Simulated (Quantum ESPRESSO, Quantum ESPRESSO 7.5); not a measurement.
# In2Se2, 1 layer, stepped through biaxial strain

Aim: how the results for In2Se2, 1 layer change with biaxial strain.

Main program and level: Quantum ESPRESSO 7.5; plane-wave DFT, PBE, GBRV ultrasoft pseudopotentials.

## (1) The starting structure

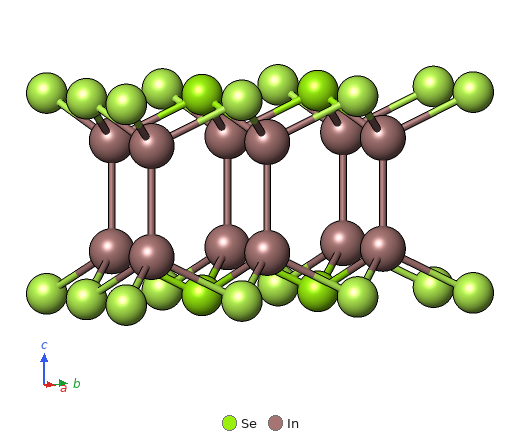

The starting structure, seen from the side, with the c axis up (selenium green, indium brown). 1×2×1 cells are drawn. Some periodic images of atoms are drawn too.

The cell holds 4 atoms: 2 Se and 2 In. Cell: a = 4.134 Å, b = 4.134 Å, c = 20.143 Å, α = 90.0°, β = 90.0°, γ = 120.0°. It derives from In2Se2. Vacuum lies along c.

Set-up: Cell and atoms are first relaxed; each strained cell is then held and the atoms relax in it. A periodic run with 15 Å of vacuum in the starting cell gives the vacuum levels, and bands follow along a path.

Members -2, -1, 0, 1 and 2 took the same steps and show in the table alone.

## (2) Variable-cell relaxation of the reference

What the set-up leaves free in this member is relaxed.

The input, ref.relax.in:

```
&control
  prefix = 'ref.relax'
  outdir = './out'
  pseudo_dir = './pseudo'
  nstep = 80
  forc_conv_thr = 0.0004
  calculation = 'vc-relax'
  etot_conv_thr = 1e-06
/
&system
  ibrav = 0
  nat = 4
  ntyp = 2
  ecutwfc = 50
  ecutrho = 250
  occupations = 'smearing'
  smearing = 'fd'
  degauss = 0.004
/
&electrons
  conv_thr = 1e-09
  mixing_beta = 0.4
  electron_maxstep = 120
  mixing_mode = 'plain'
/
&ions
/
&cell
  cell_dofree = '2Dxy'
  press_conv_thr = 0.3
/
ATOMIC_SPECIES
  Se  78.9710  se_pbe_v1.uspp.F.UPF
  In  114.8180  in_pbe_v1.4.uspp.F.UPF
CELL_PARAMETERS angstrom
  4.13400000000000 0.00000000000000 0.00000000000000
  -2.06700000000000 3.58014901924487 0.00000000000000
  0.00000000000000 0.00000000000000 20.14290946413444
ATOMIC_POSITIONS crystal
  Se  0.333333333300 0.666666666700 0.372339458376
  In  0.000000000000 0.000000000000 0.429503729214
  In  0.000000000000 0.000000000000 0.570496270786
  Se  0.333333333300 0.666666666700 0.627660541624
K_POINTS automatic
  12 12 1 0 0 0
```

Command:

```bash
> OMP_NUM_THREADS=1 mpirun -n 4 pw.x -nk 4 -in ref.relax.in > ref.relax.out
```

The program printed:

```text
Program PWSCF v.7.5 starts
[citation notice left out]

     Parallel version (MPI & OpenMP), running on       4 processor cores
     Number of MPI processes:                 4
     Threads/MPI process:                     1

     MPI processes distributed on     1 nodes
[...]
Current dimensions of program PWSCF are:
     Max number of different atomic species (ntypx) = 10
     Max number of k-points (npk) =  40000
     Max angular momentum in pseudopotentials (lmaxx) =  4
     Message from routine setup:
     using ibrav=0 with symmetry is DISCOURAGED, use correct ibrav instead

     K-points division:     npool     =       4
     Subspace diagonalization in iterative solution of the eigenvalue problem:
     a serial algorithm will be used

     G-vector sticks info
     --------------------
     sticks:   dense  smooth     PW     G-vecs:    dense   smooth      PW
     Sum        1045     847    253               134363    96285   14949

     Using Slab Decomposition

     bravais-lattice index     =            0
     lattice parameter (alat)  =       7.8121  a.u.
     unit-cell volume          =    2011.8258 (a.u.)^3
     number of atoms/cell      =            4
     number of atomic types    =            2
     number of electrons       =        38.00
     number of Kohn-Sham states=           23
     kinetic-energy cutoff     =      50.0000  Ry
     charge density cutoff     =     250.0000  Ry
     scf convergence threshold =      1.0E-09
     mixing beta               =       0.4000
     number of iterations used =            8  plain     mixing
     energy convergence thresh.=      1.0E-06
     force convergence thresh. =      4.0E-04
     press convergence thresh. =      3.0E-01
     Exchange-correlation=  SLA  PW   PBX  PBC
                           (   1   4   3   4   0   0   0)
     nstep                     =           80

     celldm(1)=   7.812128  celldm(2)=   0.000000  celldm(3)=   0.000000
     celldm(4)=   0.000000  celldm(5)=   0.000000  celldm(6)=   0.000000

     crystal axes: (cart. coord. in units of alat)
               a(1) = (   1.000000   0.000000   0.000000 )
               a(2) = (  -0.500000   0.866025   0.000000 )
               a(3) = (   0.000000   0.000000   4.872499 )

     reciprocal axes: (cart. coord. in units 2 pi/alat)
               b(1) = (  1.000000  0.577350 -0.000000 )
               b(2) = (  0.000000  1.154701  0.000000 )
               b(3) = (  0.000000 -0.000000  0.205234 )

     PseudoPot. # 1 for Se read from file:
     ./pseudo/se_pbe_v1.uspp.F.UPF
     Pseudo is Ultrasoft + core correction, Zval =  6.0
     Generated by new atomic code, or converted to UPF format
     Using radial grid of  877 points,  6 beta functions with:
                l(1) =   0
                l(2) =   0
                l(3) =   1
                l(4) =   1
                l(5) =   2
                l(6) =   2
     Q(r) pseudized with  8 coefficients,  rinner =    1.300   1.300   1.300
                                                       1.300   1.300

     PseudoPot. # 2 for In read from file:
     ./pseudo/in_pbe_v1.4.uspp.F.UPF
     Pseudo is Ultrasoft + core correction, Zval = 13.0
     Generated by new atomic code, or converted to UPF format
     Using radial grid of  889 points,  6 beta functions with:
                l(1) =   0
                l(2) =   0
                l(3) =   1
                l(4) =   1
                l(5) =   2
                l(6) =   2
     Q(r) pseudized with  6 coefficients,  rinner =    1.400   1.400   1.400
                                                       1.400   1.400

     atomic species   valence    mass     pseudopotential
     Se                6.00    78.97100     Se( 1.00)
     In               13.00   114.81800     In( 1.00)

     12 Sym. Ops. (no inversion) found

   Cartesian axes

     site n.     atom                  positions (alat units)
         1        Se     tau(   1) = (  -0.0000000   0.5773503   1.8142235  )
         2        In     tau(   2) = (   0.0000000   0.0000000   2.0927563  )
         3        In     tau(   3) = (   0.0000000   0.0000000   2.7797423  )
         4        Se     tau(   4) = (  -0.0000000   0.5773503   3.0582751  )

     number of k points=    19  Fermi-Dirac smearing, width (Ry)=  0.0040
                       cart. coord. in units 2pi/alat
        k(    1) = (   0.0000000   0.0000000   0.0000000), wk =   0.0138889
        k(    2) = (   0.0000000   0.0962250   0.0000000), wk =   0.0833333
        k(    3) = (   0.0000000   0.1924501   0.0000000), wk =   0.0833333
        k(    4) = (   0.0000000   0.2886751   0.0000000), wk =   0.0833333
        k(    5) = (   0.0000000   0.3849002   0.0000000), wk =   0.0833333
        k(    6) = (   0.0000000   0.4811252   0.0000000), wk =   0.0833333
        k(    7) = (   0.0000000  -0.5773503   0.0000000), wk =   0.0416667
        k(    8) = (   0.0833333   0.1443376   0.0000000), wk =   0.0833333
        k(    9) = (   0.0833333   0.2405626   0.0000000), wk =   0.1666667
        k(   10) = (   0.0833333   0.3367877   0.0000000), wk =   0.1666667
[...]
k(   19) = (   0.3333333   0.5773503   0.0000000), wk =   0.0277778

     Dense  grid:   134363 G-vectors     FFT dimensions: (  40,  40, 192)

     Smooth grid:    96285 G-vectors     FFT dimensions: (  36,  36, 180)

     Estimated max dynamical RAM per process >     228.13 MB

     Estimated total dynamical RAM >     814.10 MB

     Initial potential from superposition of free atoms

     starting charge      34.9999, renormalised to      38.0000

     negative rho (up, down):  4.821E-04 0.000E+00
     Starting wfcs are   26 randomized atomic wfcs

     total cpu time spent up to now is        2.2 secs

     per-process dynamical memory:   115.3 Mb

     Self-consistent Calculation

     iteration #  1     ecut=    50.00 Ry     beta= 0.40
     Davidson diagonalization with overlap
     ethr =  1.00E-02,  avg # of iterations =  3.1

     negative rho (up, down):  4.166E-04 0.000E+00

     total cpu time spent up to now is        5.8 secs

     total energy              =    -353.51165933 Ry
     estimated scf accuracy    <       3.87202387 Ry

     iteration #  2     ecut=    50.00 Ry     beta= 0.40
[...]
negative rho (up, down):  4.657E-04 0.000E+00

[...]
total energy              =    -354.30613202 Ry
     estimated scf accuracy    <       0.04486605 Ry

     iteration #  3     ecut=    50.00 Ry     beta= 0.40
[...]
negative rho (up, down):  5.145E-04 0.000E+00

[...]
-0.00000000   0.00000835  -0.00000000           -0.00        1.23       -0.00
   0.00000000   0.00000000   0.00004122            0.00        0.00        6.06

     Energy error            =      1.6E-03 Ry
     Gradient error          =      1.6E-02 Ry/Bohr
     Cell gradient error     =      1.2E+00 kbar

     number of scf cycles    =   2
     number of bfgs steps    =   1

     enthalpy           old  =    -354.3130449846 Ry
     enthalpy           new  =    -354.3146737356 Ry

     CASE: enthalpy          _new < enthalpy          _old

     new trust radius        =       0.0246807921 bohr
     new conv_thr            =       0.0000000004 Ry

     new unit-cell volume =   2015.55645 a.u.^3 (   298.67465 Ang^3 )
     density =      2.15481 g/cm^3

CELL_PARAMETERS (angstrom)
   4.137831167  -0.000000000   0.000000000
  -2.068915584   3.583466908   0.000000000
   0.000000000   0.000000000  20.142909464

ATOMIC_POSITIONS (crystal)
Se               0.3333333333        0.6666666667        0.3711326419
In               0.0000000000        0.0000000000        0.4306308139
In              -0.0000000000        0.0000000000        0.5693691861
Se               0.3333333333        0.6666666667        0.6288673581

[...]
NEW-OLD atomic charge density approx. for the potential
     New effective cutoffs (rho, wfc):  249.74   49.99

     negative rho (up, down):  5.865E-04 0.000E+00

     total cpu time spent up to now is       73.7 secs

     per-process dynamical memory:   118.2 Mb

     Self-consistent Calculation

     iteration #  1     ecut=    50.00 Ry     beta= 0.40
     Davidson diagonalization with overlap
     ethr =  1.00E-06,  avg # of iterations =  7.1

     negative rho (up, down):  5.896E-04 0.000E+00

     total cpu time spent up to now is       79.8 secs

     total energy              =    -354.31548150 Ry
     estimated scf accuracy    <       0.00049038 Ry

[...]
iteration #  8     ecut=    50.00 Ry     beta= 0.40
[...]
negative rho (up, down):  5.962E-04 0.000E+00

[...]
End of self-consistent calculation

[...]
the Fermi energy is    -0.6362 ev

!    total energy              =    -354.31568301 Ry
     estimated scf accuracy    <          1.0E-10 Ry
     smearing contrib. (-TS)   =      -0.00000032 Ry
     internal energy E=F+TS    =    -354.31568268 Ry

     The total energy is F=E-TS. E is the sum of the following terms:
     one-electron contribution =   -1085.25098144 Ry
     hartree contribution      =     557.47623799 Ry
     xc contribution           =    -134.94259861 Ry
     ewald contribution        =     308.40165938 Ry

     convergence has been achieved in   8 iterations

     negative rho (up, down):  5.962E-04 0.000E+00

     Forces acting on atoms (cartesian axes, Ry/au):

     atom    1 type  1   force =     0.00000000    0.00000000   -0.01063898
     atom    2 type  2   force =     0.00000000    0.00000000    0.00390973
     atom    3 type  2   force =     0.00000000    0.00000000   -0.00390973
     atom    4 type  1   force =     0.00000000    0.00000000    0.01063898

     Total force =     0.016030     Total SCF correction =     0.000057

     Computing stress (Cartesian axis) and pressure

     negative rho (up, down):  5.962E-04 0.000E+00
          total   stress  (Ry/bohr**3)                   (kbar)     P=        1.38
  -0.00000594  -0.00000000  -0.00000000           -0.87       -0.00       -0.00
   0.00000000  -0.00000594  -0.00000000            0.00       -0.87       -0.00
  -0.00000000  -0.00000000   0.00003996           -0.00       -0.00        5.88

     Energy error            =      1.0E-03 Ry
     Gradient error          =      1.1E-02 Ry/Bohr
     Cell gradient error     =      8.7E-01 kbar

     number of scf cycles    =   3
     number of bfgs steps    =   2

     enthalpy           old  =    -354.3146737356 Ry
     enthalpy           new  =    -354.3156830057 Ry

     CASE: enthalpy          _new < enthalpy          _old

     new trust radius        =       0.0330474468 bohr
     new conv_thr            =       0.0000000003 Ry

     new unit-cell volume =   2015.10209 a.u.^3 (   298.60732 Ang^3 )
     density =      2.15530 g/cm^3

CELL_PARAMETERS (angstrom)
   4.137364747  -0.000000000   0.000000000
  -2.068682374   3.583062976   0.000000000
   0.000000000   0.000000000  20.142909464

ATOMIC_POSITIONS (crystal)
Se               0.3333333333        0.6666666667        0.3702644477
In               0.0000000000        0.0000000000        0.4311027112
In              -0.0000000000        0.0000000000        0.5688972888
Se               0.3333333333        0.6666666667        0.6297355523

[...]
NEW-OLD atomic charge density approx. for the potential
     New effective cutoffs (rho, wfc):  249.75   49.99

     negative rho (up, down):  5.964E-04 0.000E+00

     total cpu time spent up to now is      106.1 secs

     per-process dynamical memory:   118.2 Mb

[...]
!    total energy              =    -354.31617213 Ry
[...]
Total force =     0.010292     Total SCF correction =     0.000034
[...]
number of bfgs steps    =   3
[...]
new trust radius        =       0.0143406815 bohr
[...]
!    total energy              =    -354.31634069 Ry
[...]
Total force =     0.010519     Total SCF correction =     0.000039
[...]
number of bfgs steps    =   4
[...]
WARNING: bfgs curvature condition failed, Theta= 0.978
     new trust radius        =       0.0157747496 bohr
[...]
!    total energy              =    -354.31655346 Ry
[...]
Total force =     0.010066     Total SCF correction =     0.000012
[...]
number of bfgs steps    =   5
[...]
new trust radius        =       0.0236621244 bohr
[...]
!    total energy              =    -354.31686985 Ry
[...]
Total force =     0.008583     Total SCF correction =     0.000039
[...]
number of bfgs steps    =   6
[...]
new trust radius        =       0.0354931867 bohr
[...]
!    total energy              =    -354.31725624 Ry
[...]
Total force =     0.005611     Total SCF correction =     0.000038
[...]
number of bfgs steps    =   7
[...]
new trust radius        =       0.0532397800 bohr
[...]
!    total energy              =    -354.31753873 Ry
[...]
Total force =     0.002099     Total SCF correction =     0.000030
[...]
number of bfgs steps    =   8
[...]
new trust radius        =       0.0071551579 bohr
[...]
!    total energy              =    -354.31756058 Ry
[...]
Total force =     0.001961     Total SCF correction =     0.000007
[...]
number of bfgs steps    =   9
[...]
new trust radius        =       0.0078706736 bohr
[...]
Self-consistent Calculation

     iteration #  1     ecut=    50.00 Ry     beta= 0.40
     Davidson diagonalization with overlap
     ethr =  1.00E-06,  avg # of iterations =  3.0

     Threshold (ethr) on eigenvalues was too large:
     Diagonalizing with lowered threshold

     Davidson diagonalization with overlap
     ethr =  1.05E-08,  avg # of iterations =  3.7

     negative rho (up, down):  4.609E-04 0.000E+00

     total cpu time spent up to now is      342.1 secs

     total energy              =    -354.31758306 Ry
     estimated scf accuracy    <       0.00000427 Ry

[...]
iteration #  6     ecut=    50.00 Ry
[key lines of the parts left out:]
total energy              =    -354.31758469 Ry
the Fermi energy is    -0.5463 ev
```

Wall time 9.4 min (4 MPI ranks of Arm Neoverse V1, shared host); peak memory 0.96 GiB; 38 min of CPU time.

The steps of the relaxation:

```tsv
step	energy less that of the first step (eV)	largest force (eV/Å)	volume (Å³)
1	0.0000	0.5769	298.12
2	-0.0222	0.4108	298.47
3	-0.0359	0.2735	298.67
4	-0.0425	0.1409	298.61
5	-0.0448	0.1698	298.29
6	-0.0477	0.1725	297.81
7	-0.0520	0.1528	296.95
8	-0.0573	0.1020	295.48
9	-0.0611	0.0378	292.96
10	-0.0614	0.0297	292.49
11	-0.0618	0.0417	291.97
12	-0.0622	0.0554	291.20
13	-0.0624	0.0428	290.67
14	-0.0625	0.0138	290.41
15	-0.0625	0.0021	290.45
16	-0.0625	0.0001	290.48
17	-0.0620	0.0001	290.48
```

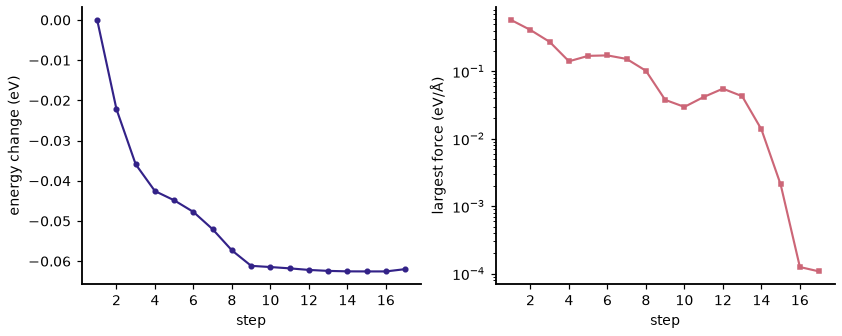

Energy and largest force along the relaxation.

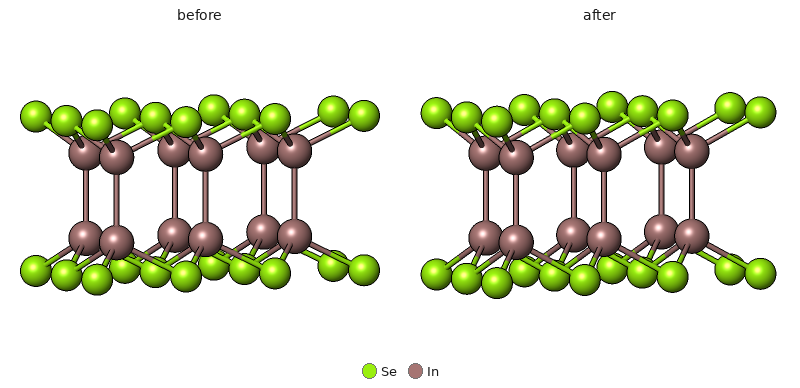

The structure before and after the relaxation, drawn at the same scale.

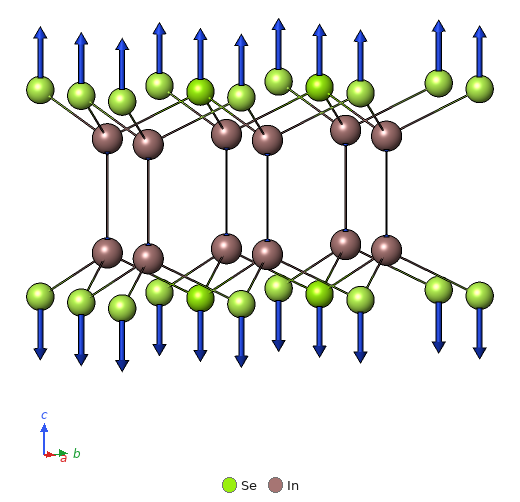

Displacements in the relaxation, exaggerated, measured against the changing cell; the longest in the cell stands for 0.12 Å. 1×2×1 cells are drawn. Some periodic images of atoms are drawn too.

```tsv
cell as run	before	after	change
a (Å)	4.134	4.081	-1.3 %
b (Å)	4.134	4.081	-1.3 %
```

The atoms that moved most (Å, along periodic axes as changes of fractional coordinates times the final cell, across vacuum about the mean position):

```tsv
atom	dx	dy	dz	length
Se1	0.000	0.000	-0.117	0.117
Se4	0.000	0.000	0.117	0.117
In2	0.000	0.000	0.008	0.008
In3	0.000	0.000	-0.008	0.008
```

Final coordinates:

```cif
data_structure
_symmetry_space_group_name_H-M 'P 1'
_symmetry_Int_Tables_number 1
_cell_length_a 4.0806
_cell_length_b 4.0806
_cell_length_c 20.1429
_cell_angle_alpha 90.000
_cell_angle_beta 90.000
_cell_angle_gamma 120.000
_cell_volume 290.48
loop_
_atom_site_label
_atom_site_type_symbol
_atom_site_fract_x
_atom_site_fract_y
_atom_site_fract_z
_atom_site_occupancy
Se1 Se 0.33333 0.66667 0.36655 1
In2 In 0.00000 0.00000 0.42992 1
In3 In 0.00000 0.00000 0.57008 1
Se4 Se 0.33333 0.66667 0.63345 1
```

 The last row is no step: it is a fresh SCF in the final cell with a new plane-wave basis, +1 meV from the row before.

Read from the output:

```
free energy  : -4820.7365 eV
Fermi energy : -0.5017 eV
```

[end of part 1 of 7]

[Logs are printed without paths, hosts, clocks, repeated set-up lines and the standing remarks that a program may print on its own settings, such as how far it seeks lower states.]

[Hosts, paths, dates, database ids (printed as entryN), source tags and the programs' standing remarks are cut or masked in the printed files.]

[Maps of the electrostatic potential energy from Ansatz leave out the sawtooth potential of an applied field or a dipole correction, so their vacuum need not be flat; planar profiles and work functions include it.]
